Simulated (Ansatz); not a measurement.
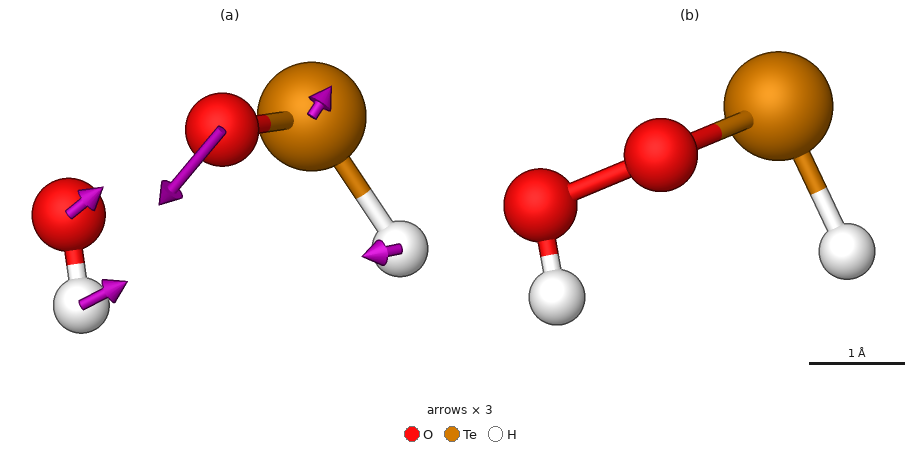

The structure of H$_{2}$TeO$_{2}$ before (left) and after (right) a relaxation, at one scale. The purple arrows give the displacements, magnified 3 times.

A ball-and-stick model, seen at a tilt.

It is one of the separated reactants of a reaction.

These are results of RKS PBE-D4/def2-SVP (Ansatz 0.2.0), not measurements. Settings: force threshold 0.03 eV/Å; at most 250 steps.

Summarise the run.

An O atom moves most after the best rigid fit: 0.38 Å. By element the largest moves are O 0.38 Å, H 0.19 Å, Te 0.13 Å. Near-neighbour distances that change, for instance: O–O 1.949 → 1.439 Å, O–Te 1.949 → 2.068 Å, H–O 0.962 → 0.983 Å, H–Te 1.690 → 1.696 Å. New bonds form: O–O (1.95 → 1.44 Å). Bond angles that change, for instance: O–Te–H 109.3° → 95.2°. After 7 accepted moves (8 points after the start) the energy has fallen by 1.109 eV. The largest force component goes from 2.2 to 0.0079 eV/Å. The line search rejected the trial step at point 3 of the run.
